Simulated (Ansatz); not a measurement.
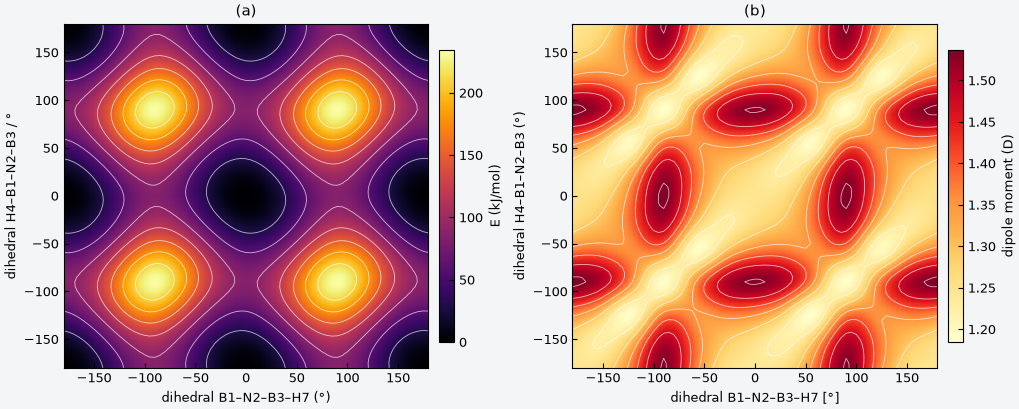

B₂H₅N, SMILES BNB. The first coordinate is: dihedral B1–N2–B3–H7; the second: dihedral H4–B1–N2–B3. Nothing is relaxed (all other coordinates rigid). Grid: 12 × 12 points; 43 points were computed and 101 follow by symmetry. Energies are in kJ/mol, from the lowest grid point. Computed with RKS CAM-B3LYP-D4/def2-TZVP in Ansatz 0.2.0.

Panel (a) is the energy; panel (b) is the computed dipole moment, in D.

The picture shows a smooth colour map with a few white contour lines. Between grid points the surface is interpolated.

### How does the dipole moment vary over the map, and what is it at the lowest grid point?

Leaving out the highest fifth of the energies, it runs from 1.22 D at dihedral B1–N2–B3–H7 = −30°, dihedral H4–B1–N2–B3 = 150° to 1.54 D at dihedral B1–N2–B3–H7 = −180°, dihedral H4–B1–N2–B3 = −90°. At the lowest grid point, dihedral B1–N2–B3–H7 = −180°, dihedral H4–B1–N2–B3 = 0°, it is 1.25 D.

```
dihedral H4–B1–N2–B3 ↓, dihedral B1–N2–B3–H7 →  −180  −150  −120   −90   −60   −30     0    30    60    90   120   150
                                           150  1.26  1.30  1.39  1.49  1.30  1.22  1.26  1.30  1.38  1.49  1.30  1.22
                                           120  1.38  1.39  1.35  1.34  1.19  1.30  1.38  1.38  1.35  1.34  1.19  1.30
                                            90  1.54  1.50  1.34  1.18  1.34  1.49  1.53  1.49  1.34  1.18  1.34  1.50
                                            60  1.39  1.31  1.20  1.34  1.35  1.39  1.38  1.30  1.19  1.34  1.36  1.39
                                            30  1.27  1.23  1.31  1.50  1.39  1.30  1.26  1.22  1.30  1.50  1.39  1.31
                                             0  1.25  1.27  1.39  1.54  1.38  1.26  1.25  1.26  1.38  1.54  1.39  1.27
                                           −30  1.27  1.31  1.39  1.50  1.30  1.22  1.26  1.30  1.39  1.50  1.31  1.23
                                           −60  1.39  1.39  1.36  1.34  1.19  1.30  1.38  1.39  1.35  1.34  1.20  1.31
                                           −90  1.54  1.50  1.34  1.18  1.34  1.49  1.53  1.49  1.34  1.18  1.34  1.50
                                          −120  1.38  1.30  1.19  1.34  1.35  1.38  1.38  1.30  1.19  1.34  1.35  1.39
                                          −150  1.26  1.22  1.30  1.49  1.38  1.30  1.26  1.22  1.30  1.49  1.39  1.30
                                          −180  1.25  1.26  1.38  1.53  1.38  1.26  1.24  1.26  1.38  1.53  1.38  1.26
```
